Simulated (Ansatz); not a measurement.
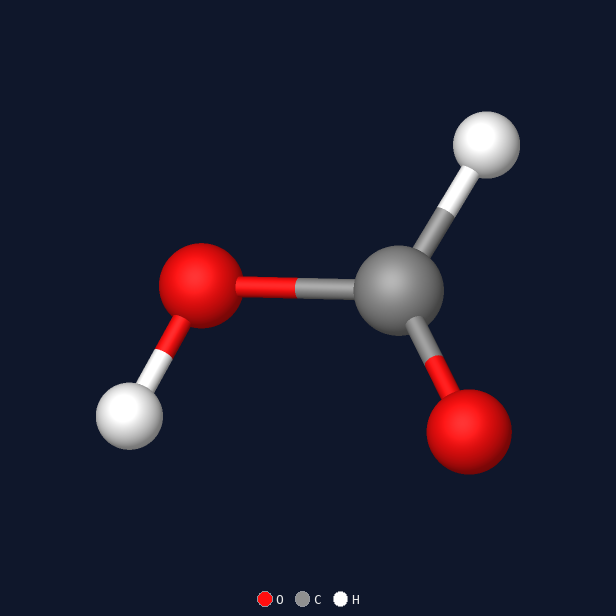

The picture shows a molecular structure as a ball-and-stick model.

The computed structure is the end point of a PBE0-D4/def2-TZVP optimisation. No frequency run is at hand to confirm it as a minimum.

Question: Give the formula.

Answer: CH₂O₂, 5 atoms: 1 carbon, 2 hydrogen and 2 oxygen.

Question: Count the bonded pairs by element.

Answer: 2 C–O, 1 O–H, 1 C–H. Sticks follow a distance rule.

Question: How many sets of symmetry-equivalent atoms are there?

Answer: 5: 1 O, 1 C, 1 O, 1 H, 1 H.

More results for the same structure follow; atom numbers are the same in all pictures, views and colours differ.

Electronic properties

No frequency run is at hand to confirm it as a minimum. Properties computed with RKS PBE0-D4/def2-TZVPPD (Ansatz 0.2.0).

Question: Give the HOMO energy (Kohn–Sham orbital) at this level.

Answer: −8.61 eV.

Question: What is the HOMO–LUMO gap?

Answer: 8.34 eV.

Dipole moment

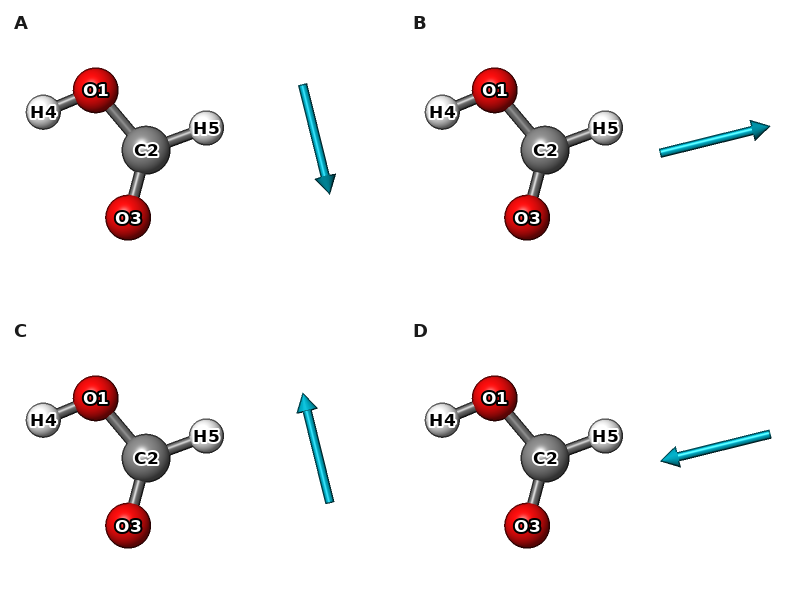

The same molecule four times, each with an arrow. No frequency run is at hand to confirm it as a minimum. Properties computed with RKS PBE0-D4/def2-TZVP (Ansatz 0.2.0).

Question: Which arrow points along the dipole moment, from the negative to the positive end?

Answer: C. The dipole moment is 1.55 D; it points from the side of O3 to the side of O1, H4 (the outermost atoms at the two ends).

Charges

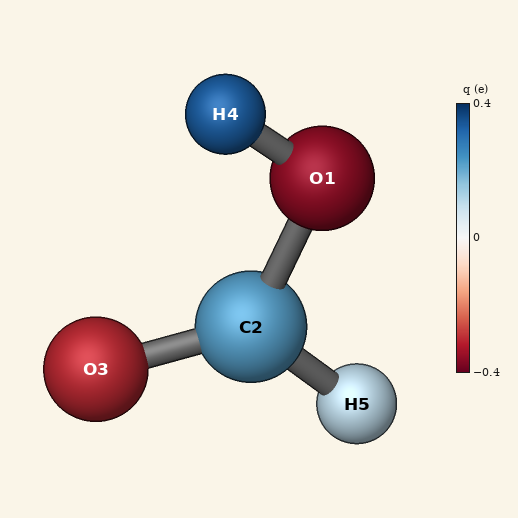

Atoms are coloured by their Mulliken charges. No frequency run is at hand to confirm it as a minimum. Properties computed with RKS PBE0-D4/def2-TZVP (Ansatz 0.2.0).

Question: Which atom carries the highest charge (most positive or least negative)?

Answer: H4 (0.33 e).

Question: And the lowest?

Answer: O1 (−0.35 e).

Give the Mulliken charges atom by atom.

| atom | value (e) |
| --- | --- |
| O1 | −0.35 |
| C2 | 0.22 |
| O3 | −0.30 |
| H4 | 0.33 |
| H5 | 0.10 |

Mulliken values depend strongly on the basis set and can even reverse the polarity of a bond.
